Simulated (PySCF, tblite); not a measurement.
**C5H7NSSi: dynamics, then NMR shifts on frames**

Aim: move C5H7NSSi (`[SiH3]Sc1ccncc1`) away from its starting geometry and see how NMR shifts follow the geometry.

Computed with tblite 0.8.0 and PySCF 2.14.0, with density-fitted response routines of our own, on a single molecule in the gas phase. Atoms count from 0, in the outputs and in this text.

### Step 1. The molecule as given

15 atoms, charge 0, multiplicity 1; geometry from: GFN2-xTB.

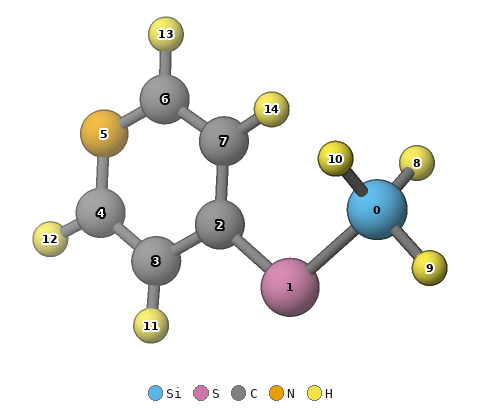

The starting geometry (silicon blue, sulfur pink, carbon grey, nitrogen amber, hydrogen yellow), atoms numbered.

### Step 2. A short Langevin run with GFN2-xTB

The job: settings as JSON, then the geometry in Å.

```
{"job": {"kind": "md", "xc": "GFN2-xTB", "basis": "xTB", "temperature": 400, "steps": 2000, "every": 50, "frames": 5}, "charge": 0, "multiplicity": 1}
Si     2.932123     0.342188    -0.106892
S      1.488983    -0.523008     1.242411
C     -0.096624    -0.282307     0.509771
C     -1.208635    -0.745329     1.210259
C     -2.460970    -0.569996     0.651690
N     -2.667226     0.015278    -0.517188
C     -1.609719     0.452609    -1.176058
C     -0.307610     0.334938    -0.717100
H      2.861639    -0.369011    -1.377493
H      4.165817     0.094986     0.615690
H      2.629290     1.760597    -0.254283
H     -1.083590    -1.228630     2.165687
H     -3.347439    -0.915667     1.166329
H     -1.812912     0.925704    -2.128045
H      0.512460     0.715638    -1.306689
```

Method: GFN2-xTB Langevin dynamics, gas phase.

Run with:

```console
OMP_NUM_THREADS=1 python probes_run.py task.json out
```

The driver reads the jobs from task.json and runs them one after another.

Standard output:

```text
t/fs     T/K      E/eV
    0.0   319.0   -603.66847
   25.0   179.9   -603.37161
   50.0   182.9   -603.16091
   75.0   287.0   -603.22720
  100.0   266.0   -603.25513
  125.0   374.6   -603.33321
  150.0   281.9   -603.12757
  175.0   432.1   -603.25950
  200.0   359.7   -603.11149
  225.0   318.7   -602.83205
  250.0   390.5   -602.99255
  275.0   506.1   -603.33891
  300.0   340.6   -603.07955
  325.0   360.6   -603.10321
  350.0   351.2   -603.22263
  375.0   276.1   -603.02911
  400.0   349.6   -603.03938
  425.0   408.0   -603.14429
  450.0   457.9   -603.09007
  475.0   349.1   -603.02303
  500.0   427.6   -603.04712
  525.0   432.9   -603.00912
  550.0   397.2   -602.88245
  575.0   596.8   -603.14000
  600.0   460.2   -602.72638
  625.0   458.3   -602.71061
  650.0   553.6   -602.82206
  675.0   498.9   -602.80822
  700.0   525.7   -602.86318
  725.0   436.7   -602.67274
  750.0   574.0   -602.81995
  775.0   512.8   -602.92945
  800.0   451.6   -602.96210
  825.0   397.5   -602.88415
  850.0   353.5   -602.99194
  875.0   234.9   -602.87790
  900.0   345.6   -602.98337
  925.0   453.1   -603.07142
  950.0   532.2   -603.08257
  975.0   353.5   -602.81153
 1000.0   376.8   -602.66936
```

Run time: 16 s. Hardware: 1 thread of Arm Neoverse V1, shared host; peak memory 0.18 GiB.

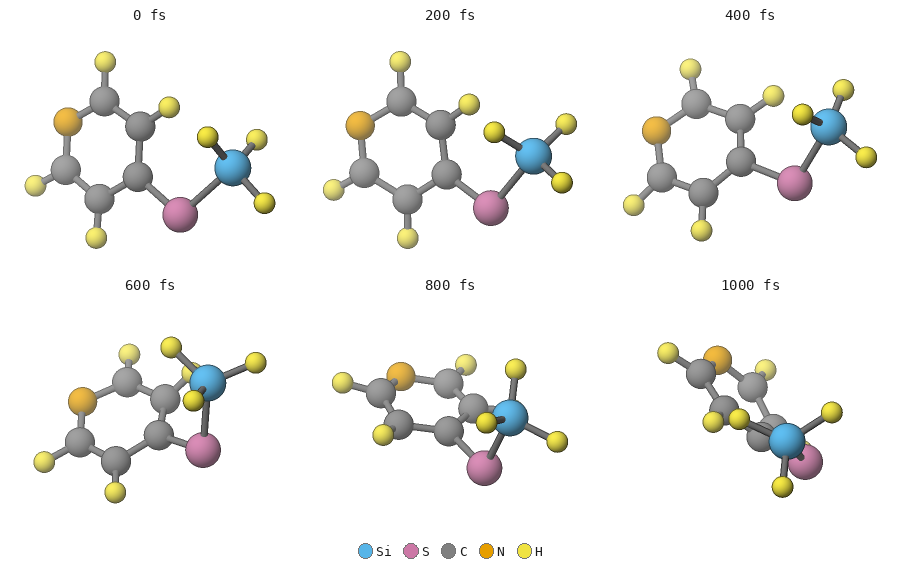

Frames of the run.

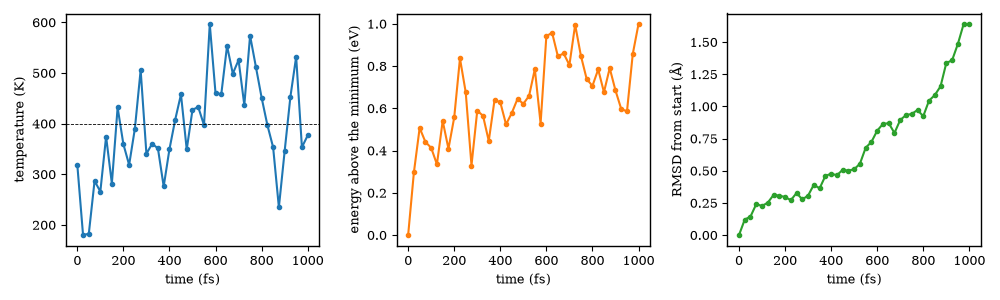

Temperature, potential energy and distance from the start.

Positions (Å) and forces (eV/Å) at 1000 fs:

```xyz
15

Si    1.898    1.483    1.730    0.017   -0.317   -0.459
S     1.459   -0.636    1.338   -0.011   -0.247    0.811
C    -0.224   -0.784    0.829    0.355    1.933   -0.348
C    -0.961    0.401    0.785   -1.673   -0.144   -0.201
C    -2.075    0.464   -0.105    0.606    0.962    1.491
N    -2.299   -0.460   -0.989    0.600   -2.021   -0.298
C    -1.601   -1.615   -0.907   -0.118   -0.139   -0.467
C    -0.603   -1.861    0.073   -1.066   -0.163   -1.777
H     2.860    1.516    0.612   -0.197    0.507    0.420
H     2.359    1.501    3.095    0.369   -0.091    0.268
H     0.771    2.441    1.790    0.425   -0.178   -0.349
H    -0.690    1.166    1.509   -0.553   -0.067   -0.595
H    -2.819    1.293   -0.156    0.997   -0.410    0.260
H    -1.846   -2.312   -1.782    0.476    0.698    1.604
H     0.005   -2.742    0.164   -0.228   -0.323   -0.360
```

### Step 3. NMR shieldings: 250 fs, PBE0/pcSseg-1

The job: settings as JSON, then the geometry in Å.

```
{"job": {"kind": "nmr", "xc": "PBE0", "basis": "pcSseg-1", "pop": false}, "charge": 0, "multiplicity": 1}
Si     2.454500     0.443300    -0.519200
S      1.367500    -0.821700     0.788700
C     -0.288700    -0.419400     0.436200
C     -1.243700    -0.730100     1.358400
C     -2.603300    -0.365800     1.033000
N     -2.883100     0.361300     0.022100
C     -1.935900     0.580500    -0.882500
C     -0.640800     0.213200    -0.742800
H      2.273600     0.320500    -1.881100
H      3.915500     0.309500    -0.270900
H      2.139000     1.683000     0.163900
H     -1.115500    -1.136700     2.343300
H     -3.432100    -0.834800     1.586200
H     -2.172100     1.161700    -1.777400
H      0.094700     0.418100    -1.484200
```

Level: GIAO PBE0/pcSseg-1 NMR shielding, non-relativistic, gas phase.

Standard output:

```text
coarse grid: 14080 points
cycle   1  E = -936.4598167546  dE =  1.486e+00  |g| = 3.515e-01  |ddm| = 3.931e+00
cycle   2  E = -936.4528629559  dE =  6.954e-03  |g| = 4.159e-01  |ddm| = 1.026e+00
cycle   3  E = -936.4917084540  dE = -3.885e-02  |g| = 8.552e-02  |ddm| = 5.529e-01
cycle   4  E = -936.4929255121  dE = -1.217e-03  |g| = 4.278e-02  |ddm| = 1.188e-01
cycle   5  E = -936.4933713686  dE = -4.459e-04  |g| = 1.135e-02  |ddm| = 6.107e-02
cycle   6  E = -936.4934031472  dE = -3.178e-05  |g| = 3.411e-03  |ddm| = 1.537e-02
cycle   7  E = -936.4934057649  dE = -2.618e-06  |g| = 6.384e-04  |ddm| = 3.413e-03
final grid: 128312 points
cycle   8  E = -936.5399068067  dE = -2.598e-05  |g| = 7.459e-03  |ddm| = 3.957e-02
cycle   9  E = -936.5398976309  dE =  9.176e-06  |g| = 9.464e-03  |ddm| = 2.092e-02
cycle  10  E = -936.5399209362  dE = -2.331e-05  |g| = 7.537e-04  |ddm| = 1.250e-02
cycle  11  E = -936.5399210425  dE = -1.064e-07  |g| = 3.828e-04  |ddm| = 1.125e-03
cycle  12  E = -936.5399210741  dE = -3.159e-08  |g| = 8.225e-05  |ddm| = 4.475e-04
cycle  13  E = -936.5399210755  dE = -1.388e-09  |g| = 4.003e-05  |ddm| = 1.326e-04
cycle  14  E = -936.5399210760  dE = -4.268e-10  |g| = 8.740e-06  |ddm| = 5.044e-05
converged SCF energy = -936.5399210760

GIAO shielding tensors (ppm)
atom      isotropic    diamagn.    paramagn.     s11        s22        s33       span
  0 Si     419.161     880.090    -460.928    372.984    410.140    474.360    101.376
  1 S      610.165    1058.494    -448.329    438.626    512.394    879.474    440.848
  2 C       41.755     263.784    -222.029    -48.973      6.162    168.075    217.047
  3 C       55.257     252.458    -197.200    -55.707     57.951    163.528    219.235
  4 C       26.388     253.669    -227.282    -83.395     22.979    139.578    222.973
  5 N      -64.532     331.299    -395.832   -371.609   -139.454    317.466    689.075
  6 C       38.160     251.118    -212.958    -65.186     33.429    146.237    211.422
  7 C       63.712     259.545    -195.833    -46.299     71.361    166.074    212.372
  8 H       27.823      30.964      -3.142     23.428     26.240     33.801     10.372
  9 H       26.801      28.044      -1.242     23.387     24.680     32.337      8.951
 10 H       26.690      29.555      -2.865     22.101     25.144     32.827     10.726
 11 H       24.218      32.374      -8.156     21.116     22.083     29.455      8.339
 12 H       22.543      27.564      -5.021     18.567     22.440     26.624      8.057
 13 H       23.206      29.326      -6.120     18.680     22.448     28.488      9.808
 14 H       24.893      35.941     -11.047     20.259     23.336     31.085     10.826
```

Wall time 27 s (1 thread of Arm Neoverse V1, shared host); peak memory 0.82 GiB.

The references, computed at this level on geometries of the same kind, shield at (ppm): 1H TMS 31.72, 13C TMS 186.9, 29Si TMS 349.2, 15N NH3 267.7, 33S CS2 504. Their shielding less the atom's gives the shift. The references are single molecules in the gas phase, so shifts against H2O, NH3, PH3, H3PO4 or CFCl3 are not on the usual liquid scales and can be off by tens of ppm. Each atom is listed at this fixed geometry, with no averaging over motion; a spectrum would average atoms that exchange fast.

| atoms | environment | σ (ppm) | δ (ppm) |
| --- | --- | --- | --- |
| C4 | aromatic CH next to a ring nitrogen | 26.4 | 160.5 |
| C6 | aromatic CH next to a ring nitrogen | 38.2 | 148.8 |
| C2 | aromatic carbon bearing sulfur | 41.8 | 145.2 |
| C3 | aromatic CH | 55.3 | 131.7 |
| C7 | aromatic CH | 63.7 | 123.2 |
| H12 | hydrogen on an aromatic CH next to a ring nitrogen | 22.54 | 9.17 |
| H13 | hydrogen on an aromatic CH next to a ring nitrogen | 23.21 | 8.51 |
| H11 | hydrogen on an aromatic CH | 24.22 | 7.50 |
| H14 | hydrogen on an aromatic CH | 24.89 | 6.82 |
| H10 | hydrogen on a silicon bonded to S | 26.69 | 5.03 |
| H9 | hydrogen on a silicon bonded to S | 26.80 | 4.92 |
| H8 | hydrogen on a silicon bonded to S | 27.82 | 3.89 |
| Si0 | silicon bonded to S, 3 H | 419.2 | -70.0 |
| S1 | sulfur bonded to C, Si | 610 | -106 |
| N5 | pyridine-type ring nitrogen | -64.5 | 332.3 |

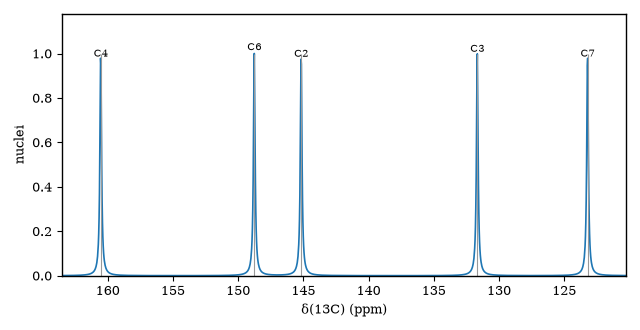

13C lines at the computed shifts, without couplings. Lines are broadened to a width of 0.15 ppm (Lorentzian).

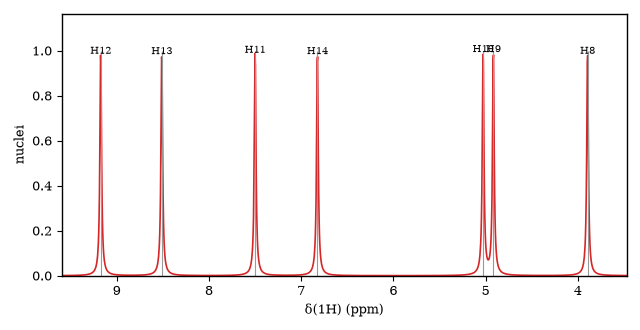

1H lines at the computed shifts, without couplings. Lines are broadened to a width of 0.02 ppm (Lorentzian).

Ring of atoms C2, C3, C4, N5, C6, C7: NICS(0) -6.6, NICS(1) -10.3, NICS(1)zz -25.4 ppm (means of both faces).

### Step 4. Shielding tensors: 425 fs, PBE0/pcSseg-1

The job: settings as JSON, then the geometry in Å.

```
{"job": {"kind": "nmr", "xc": "PBE0", "basis": "pcSseg-1", "pop": false}, "charge": 0, "multiplicity": 1}
Si     2.459200     0.734100    -0.567200
S      1.447700    -0.638600     0.869400
C     -0.317600    -0.605200     0.711900
C     -1.156800    -0.637000     1.828300
C     -2.520300    -0.579300     1.546100
N     -3.051000    -0.491400     0.290100
C     -2.178600    -0.503400    -0.724300
C     -0.803700    -0.517700    -0.569700
H      2.229400     0.279700    -1.941200
H      3.819000     0.378000    -0.118800
H      1.820500     2.007000    -0.396500
H     -0.894900    -0.584900     2.855600
H     -3.219800    -0.612800     2.451600
H     -2.602900    -0.329700    -1.744100
H     -0.159400    -0.581300    -1.368700
```

Method: GIAO PBE0/pcSseg-1 NMR shielding, non-relativistic, gas phase.

Standard output:

```text
coarse grid: 14080 points
cycle   1  E = -936.4646209370  dE =  1.154e+00  |g| = 3.547e-01  |ddm| = 3.850e+00
cycle   2  E = -936.4600471629  dE =  4.574e-03  |g| = 4.103e-01  |ddm| = 9.612e-01
cycle   3  E = -936.4992099942  dE = -3.916e-02  |g| = 8.154e-02  |ddm| = 4.799e-01
cycle   4  E = -936.5001366528  dE = -9.267e-04  |g| = 4.601e-02  |ddm| = 1.032e-01
cycle   5  E = -936.5006309349  dE = -4.943e-04  |g| = 1.113e-02  |ddm| = 6.349e-02
cycle   6  E = -936.5006605158  dE = -2.958e-05  |g| = 4.442e-03  |ddm| = 1.556e-02
cycle   7  E = -936.5006653009  dE = -4.785e-06  |g| = 7.194e-04  |ddm| = 4.018e-03
final grid: 128312 points
cycle   8  E = -936.5478915595  dE = -2.493e-05  |g| = 7.141e-03  |ddm| = 4.187e-02
cycle   9  E = -936.5478835165  dE =  8.043e-06  |g| = 8.961e-03  |ddm| = 1.926e-02
cycle  10  E = -936.5479045606  dE = -2.104e-05  |g| = 8.563e-04  |ddm| = 1.162e-02
cycle  11  E = -936.5479047057  dE = -1.451e-07  |g| = 4.223e-04  |ddm| = 1.246e-03
cycle  12  E = -936.5479047464  dE = -4.071e-08  |g| = 7.812e-05  |ddm| = 5.017e-04
cycle  13  E = -936.5479047477  dE = -1.281e-09  |g| = 3.695e-05  |ddm| = 1.256e-04
cycle  14  E = -936.5479047480  dE = -3.442e-10  |g| = 9.456e-06  |ddm| = 4.411e-05
converged SCF energy = -936.5479047480

GIAO shielding tensors (ppm)
atom      isotropic    diamagn.    paramagn.     s11        s22        s33       span
  0 Si     397.837     879.960    -482.122    355.315    383.859    454.338     99.023
  1 S      557.375    1058.991    -501.615    403.723    413.754    854.648    450.924
  2 C       35.190     263.036    -227.846    -56.566     -0.378    162.513    219.078
  3 C       56.200     252.891    -196.691    -55.775     60.479    163.895    219.670
  4 C       17.981     252.938    -234.956    -99.301     19.620    133.625    232.926
  5 N      -96.532     330.522    -427.054   -408.860   -173.392    292.655    701.515
  6 C       26.896     252.526    -225.630    -82.840     23.191    140.337    223.177
  7 C       57.431     256.130    -198.699    -54.932     66.990    160.233    215.166
  8 H       26.675      30.048      -3.374     22.858     25.326     31.840      8.982
  9 H       26.598      28.479      -1.881     22.729     24.756     32.309      9.580
 10 H       26.951      30.134      -3.183     23.138     25.454     32.262      9.125
 11 H       24.238      32.746      -8.508     21.260     22.243     29.211      7.952
 12 H       21.977      26.185      -4.207     18.346     21.268     26.317      7.971
 13 H       22.530      28.628      -6.098     18.632     22.072     26.884      8.252
 14 H       25.054      36.652     -11.599     21.266     21.745     32.151     10.885
```

It took 26 s on 1 thread of Arm Neoverse V1, shared host; peak memory 0.84 GiB.

In short: δ C4 168.9, C6 160.0, C2 151.7, C3 130.7, H12 9.74, H13 9.19 ppm.

(Part 1 of 2 ends here.)
